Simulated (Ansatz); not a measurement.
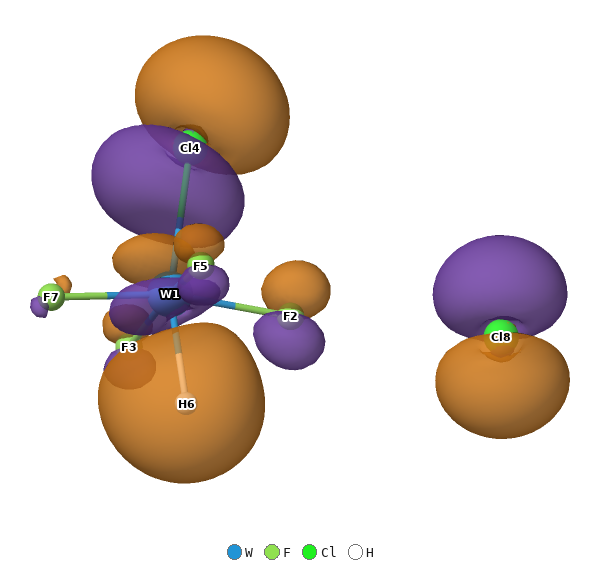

The picture shows: ClF$_{4}$HW···Cl (doublet). The HOMO (α) at ±0.08 Å⁻³ᐟ² (orange and purple are the two phases), seen at an oblique angle.

Core potentials replace the inner electrons of W.

The calculation used UHF/def2-SVP (Ansatz 0.2.0).

```xyz
8

W     0.0000    0.1134   -0.1668
F     0.0000   -0.0259    1.6719
F     1.8097   -0.0818   -0.2416
Cl    0.0000    2.4237    0.1289
F    -1.8097   -0.0818   -0.2416
H     0.0000   -1.5564    0.0902
F     0.0000   -0.1323   -1.9731
Cl    0.0000    0.0111    4.8822
```

Where does this orbital lie, and at what energy?

It lies mainly on Cl4 (about 35 %), H6 (about 25 %), Cl8 (about 20 %) and W1 (about 15 %). Its energy is −13.18 eV.
